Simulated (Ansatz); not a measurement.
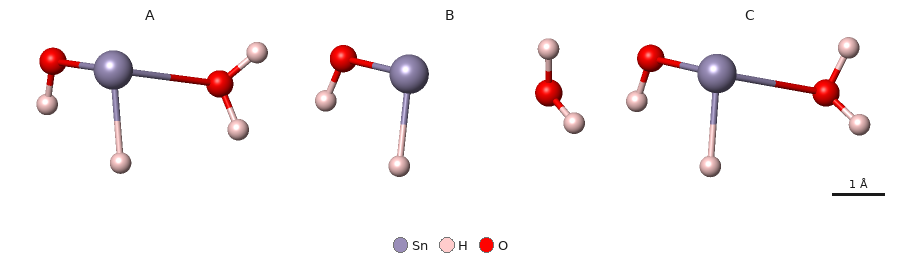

3 geometries from one relaxation of SnH4O2, in shuffled order. Style: ball-and-stick. Shown from a free direction.

The run prepares an end point of a later path (reaction) calculation, from a guessed geometry.

Computed with RKS PBE0-D4/def2-SVP (Ansatz). (no spin polarisation; force threshold 0.03 eV/Å; at most 50 steps)

**Put them in the order of the run, from the start to the converged end.**

B, C, A. They are steps 0, 3, 13, at +0.295 eV, +0.083 eV relative to the last. Over 11 accepted moves (13 points after the start) the energy falls by 0.295 eV. The largest force component goes from 0.78 to 0.016 eV/Å. The line search rejected the trial steps at points 6, 9 of the run. The atom that moves furthest after the best rigid fit is an H atom (0.74 Å). By element the largest moves are H 0.74 Å, O 0.66 Å, Sn 0.14 Å. Near-neighbour distances that change, for instance: O–Sn 3.144 → 2.481 Å, H–O 0.983 → 0.965 Å, H–Sn 1.799 → 1.814 Å, O–Sn 2.001 → 2.011 Å. New bonds form, among them: O–Sn (3.14 → 2.48 Å). Among the angles between lasting bonds that change: H–O–H 103.2° → 106.3°. Cost: 71 s on 1 thread of Arm Neoverse N1 (shared host), peak memory 0.14 GiB.

Limits of the set-up: the start holds two separate molecules, 2.9 Å apart at their closest, whose relative position is a soft coordinate.
